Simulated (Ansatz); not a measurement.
# C₂H₄ClNSi: a ladder of functionals and wavefunction methods

How much do the methods differ for C₂H₄ClNSi? The plan is to run it at one geometry with functionals of several rungs and with coupled cluster. The yardstick is the atomisation energy at the CCSD(T) limit.

Method: functionals in def2-TZVPP, the program's frozen cores in correlated methods; program: Ansatz 0.2.0, Gaussian basis.

Levels to be run: PBE-D4, r2SCAN-D4, PBE0-D4, B3LYP-D4, ωB97X-V, ωB97M-V, B2PLYP; CCSD(T)/def2-TZVPP; MP2/def2-QZVPP; extrapolation to the limit.

## (1) The relaxed structure

All runs share one geometry, relaxed beforehand with PBE0-D4 in a triple-zeta def2 set.

9 atoms, charge 0, spin multiplicity 1.

Atoms are counted from 1 here; the program's logs count them from 0.

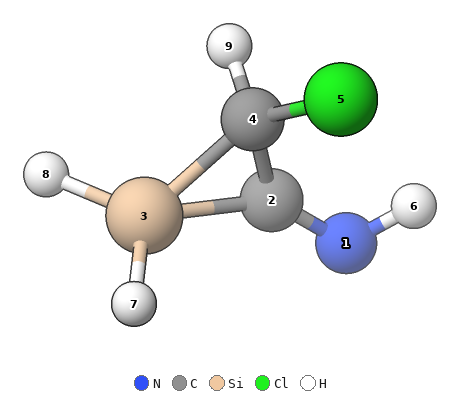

The structure; nitrogen blue, carbon grey, silicon light orange, chlorine green, hydrogen white; atoms are numbered from 1 in the order of the file.

## (2) PBE-D4 (GGA)

Contents of in.yaml:

```yaml
crystal:
  periodic: [false, false, false]
  atoms:
    - {symbol: N, position_ang: [-0.422420, 0.593294, -1.865429]}
    - {symbol: C, position_ang: [-0.259178, 0.022320, -0.759257]}
    - {symbol: Si, position_ang: [0.800828, -1.083084, 0.274417]}
    - {symbol: C, position_ang: [-0.391813, 0.328695, 0.695504]}
    - {symbol: Cl, position_ang: [-0.121778, 1.955573, 1.295563]}
    - {symbol: H, position_ang: [-0.886976, 1.499998, -1.738225]}
    - {symbol: H, position_ang: [2.255483, -0.834861, 0.205711]}
    - {symbol: H, position_ang: [0.416047, -2.429984, 0.751651]}
    - {symbol: H, position_ang: [-1.301692, -0.098149, 1.122865]}
basis:
  gaussian: {orbitals: def2-TZVPP}
hamiltonian: {xc: pbe, dispersion: d4}
output: {forces: true, orbitals: {seedname: orbitals}}
```

Started as:

```
$ ansatz run in.yaml --threads 4 --pin off --events-out ev --progress --plain --max-ram 10444MiB
```

After this run come: r2SCAN-D4 (meta-GGA); PBE0-D4 (hybrid); B3LYP-D4 (hybrid); ωB97X-V (range-separated); ωB97M-V (range-separated); B2PLYP (double hybrid); CCSD(T) in def2-TZVPP; MP2 in def2-QZVPP.

Before running them: what should the planned runs give, taken together? Wanted: atomisation energy, CCSD(T)/CBS; farthest; mean size of error, hybrid; mean size of error, range-separated; gap, smallest and largest; T1 diagnostic; triples share of the correlation energy.

**Answer**, as computed:

| quantity | value |
| --- | --- |
| atomisation energy, CCSD(T)/CBS | 32.804 eV |
| functionals within 0.164 eV (0.5 %) | B3LYP-D4 |
| farthest | PBE-D4 (+1.426 eV) |
| mean size of error, hybrid | 0.294 eV |
| mean size of error, range-separated | 0.288 eV |
| gap, smallest and largest | 3.14 eV (PBE-D4), 9.98 eV (ωB97X-V) |
| T1 diagnostic | 0.0132 |
| triples share of the correlation energy | 4.7 % |

PBE-D4 is off by +1.426 eV. Double hybrids carry the basis error of their MP2 part in triple zeta, and no dispersion term here, so their miss is partly the set-up's. Misses under about 0.164 eV are within the doubt on the reference itself, which lacks core-valence correlation, relativity and higher excitations. Hartree-Fock recovers 67 % of the binding; the rest is correlation. Orbital gaps span 3.1 to 10.0 eV; exact exchange widens them. The restricted reference is unstable towards a spin-broken one.
